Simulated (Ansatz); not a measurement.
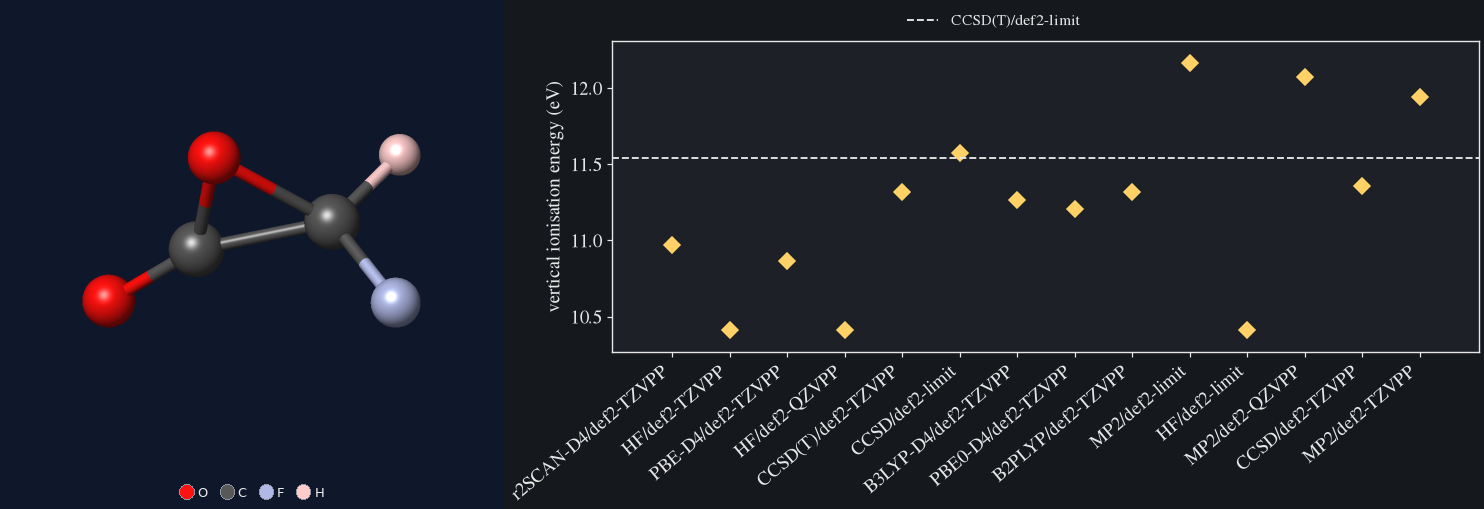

Vertical ionisation energy of C₂HFO₂, SMILES O=C1O[C@H]1F, taken as the energy of the cation less that of the neutral at fixed geometry (unrestricted doublet cation, cores frozen in correlated methods, no spin-orbit coupling), the Ansatz code 0.2.0, at a PBE0-D4/def2-TZVP geometry (a minimum by its frequencies). Limit means an estimate of the basis limit from triple and quadruple zeta; for coupled cluster it is either extrapolated directly or built as the MP2 limit plus the step from MP2 in triple zeta. B2PLYP/def2-TZVPP holds a correlation term that converges slowly with the basis, so part of the distance to the limit is basis error. The distance of CCSD(T)/def2-TZVPP, MP2/def2-QZVPP, CCSD/def2-TZVPP and MP2/def2-TZVPP to the limit includes basis error.

Which level comes closest to the line (CCSD(T)/def2-limit), and which misses most?

Answer. Closest CCSD/def2-limit (11.58 eV), against 11.54 eV; farthest HF/def2-TZVPP (10.41 eV).

What range do the values span, the line included?

Answer. From 10.41 eV (HF/def2-TZVPP) to 12.16 eV (MP2/def2-limit).
